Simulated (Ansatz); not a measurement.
# C6H6FNSi (SMILES N#CC1=CC[SiH2]/C1=C\F): what the fields show

The calculation's input:

```
crystal:
  periodic: [false, false, false]
  atoms:
    - {symbol: C, position_ang: [-0.693975, 3.253928, 0.271786]}
    - {symbol: C, position_ang: [-0.413489, 1.975155, -0.304001]}
    - {symbol: C, position_ang: [0.473960, 1.814156, -1.327622]}
    - {symbol: C, position_ang: [0.702554, 0.431036, -1.865999]}
    - {symbol: C, position_ang: [-1.087803, 0.767183, 0.200559]}
    - {symbol: C, position_ang: [-1.980828, 0.768607, 1.200742]}
    - {symbol: F, position_ang: [-2.554083, -0.367426, 1.607388]}
    - {symbol: N, position_ang: [-0.958841, 4.271269, 0.776206]}
    - {symbol: Si, position_ang: [-0.445412, -0.680607, -0.819000]}
    - {symbol: H, position_ang: [1.005643, 2.676690, -1.743997]}
    - {symbol: H, position_ang: [1.769105, 0.151327, -1.782963]}
    - {symbol: H, position_ang: [0.476866, 0.390564, -2.947638]}
    - {symbol: H, position_ang: [0.284476, -1.696898, -0.007858]}
    - {symbol: H, position_ang: [-1.508488, -1.358244, -1.615453]}
    - {symbol: H, position_ang: [-2.325942, 1.641604, 1.768204]}
basis:
  gaussian: {orbitals: def2-SVPD}
hamiltonian: {xc: pbe0}
output: {forces: true, orbitals: {seedname: orbitals}}
```

Launched as:

```sh
ansatz run input.yaml --threads 4 --pin off --max-ram 7830MiB --events-out events.jsonl --progress --plain --runs-dir runs
```

Geometry: r2SCAN-D4/def2-SVP.

Level of theory: isolated molecule in a Gaussian basis; Kohn-Sham density functional theory, functional PBE0 (Ansatz 0.2.0).

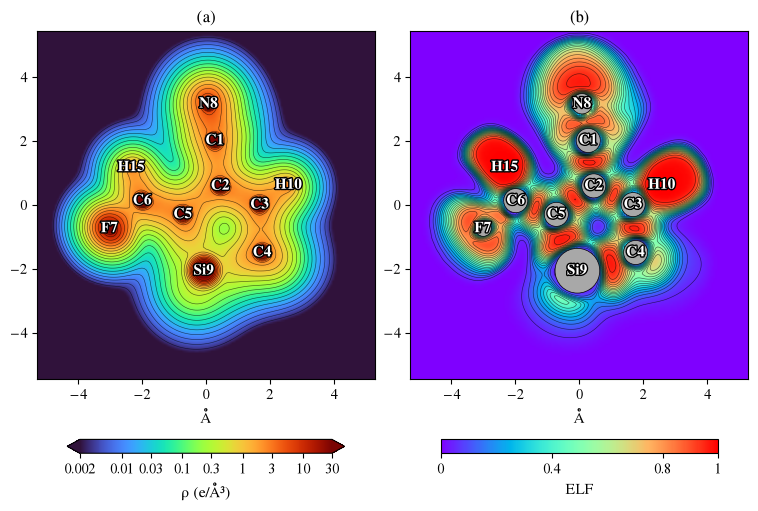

Figure 1. (a) electron density; (b) ELF on the plane of atoms C4, Si9 and C5. Grey discs cover the atomic cores in the ELF map.

> Read the bonding off the picture.

The section cuts through C, F, N, Si and H sites.
C–N (1.17 Å): ρ at the midpoint is about 3.4 e/Å³; the ELF peaks at about 0.85 between the atoms: a multiple bond.
C–F (1.34 Å): the density is about 2.3 e/Å³ at the midpoint; the ELF peaks at about 0.85 between the atoms; a polar covalent bond.
C–C (1.34 Å): ρ is about 2.3 e/Å³ halfway; the ELF peaks at about 0.95 between the atoms; a short, multiple covalent bond.
C–Si (1.88 Å): ρ is about 0.93 e/Å³ halfway; the ELF peaks at about 0.95 between the atoms; localised, covalent bonding.
C–H (1.10 Å): the density is about 2 e/Å³ at the midpoint; the ELF climbs to about 1 towards the hydrogen, as it does in any bond to H; a covalent bond by its length.
The ELF also peaks beside F7 and N8, away from the bonds: lone-pair regions.

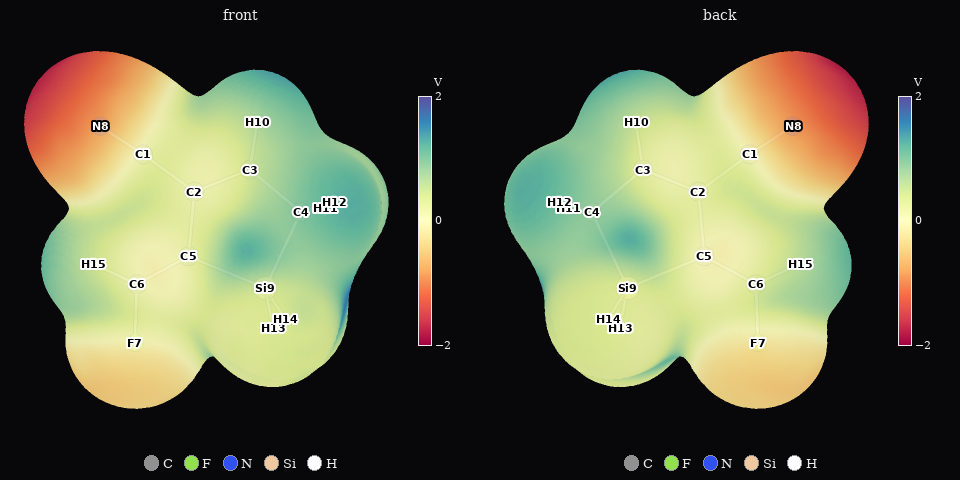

Figure 2. The molecular electrostatic potential painted on the density surface at 0.002 e/bohr³, seen from the front and from behind; the colour scale runs from red (negative) to blue (positive).

> Which sites attract a positive test charge, and which a negative one?

A positive charge is drawn to the negative regions and a negative charge to the positive ones. The most negative region (about −1.8 V, or −42 kcal/mol for a unit charge) lies over N8, the most positive (about +1.5 V, or +35 kcal/mol for a unit charge) over Si9. N8 is the likeliest acceptor of a hydrogen bond.

> How polar is the molecule by this calculation?

Its dipole moment is 4.05 D.

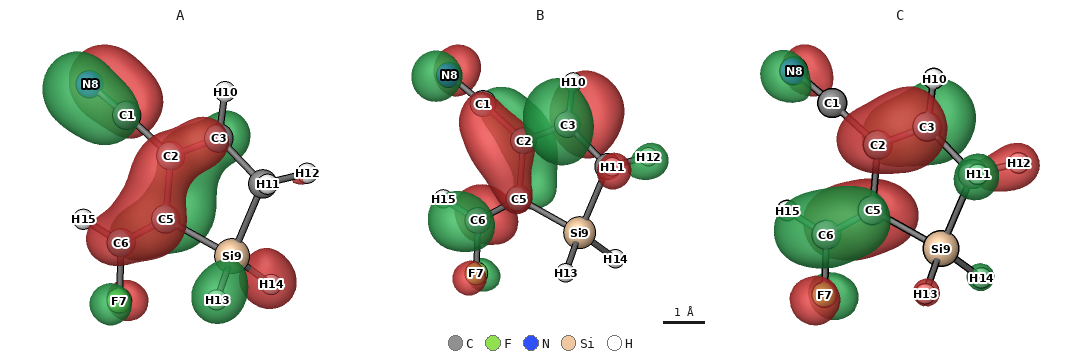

Figure 3. Three frontier orbitals at ±0.1 Å⁻³ᐟ² (green and red are the two phases), in no order.

> Order the three orbitals by energy and name them.

A is the HOMO−1 (−9.06 eV). It lies mainly on N8 (about 25 %), C5 (about 15 %), C1 (about 15 %), C2 (about 10 %) and C6 (about 10 %). C is the HOMO (−7.15 eV). Its weight (Hirshfeld) is mainly on C6 (about 20 %), C3 (about 20 %), C5 (about 15 %), C2 (about 15 %) and F7 (about 5 %). B is the LUMO (−1.86 eV). Its weight (Hirshfeld) is mainly on C3 (about 30 %), C2 (about 15 %), C6 (about 15 %), N8 (about 10 %), C1 (about 5 %) and C5 (about 5 %).

> What is the HOMO–LUMO gap?

5.29 eV between the orbital energies.

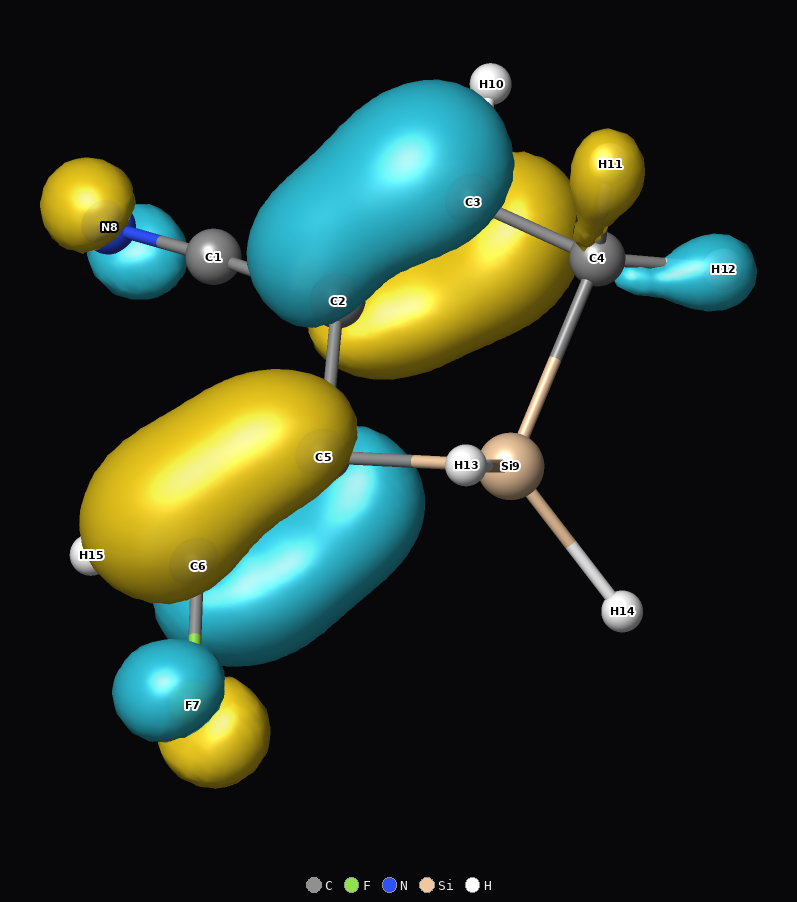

Figure 4. The HOMO at ±0.15 Å⁻³ᐟ² (yellow and cyan are the two phases), seen at a tilt.

> What is the character of this orbital?

By Hirshfeld shares it lies mainly on C6 (about 20 %), C3 (about 20 %), C5 (about 15 %), C2 (about 15 %) and F7 (about 5 %). Its energy is −7.15 eV.
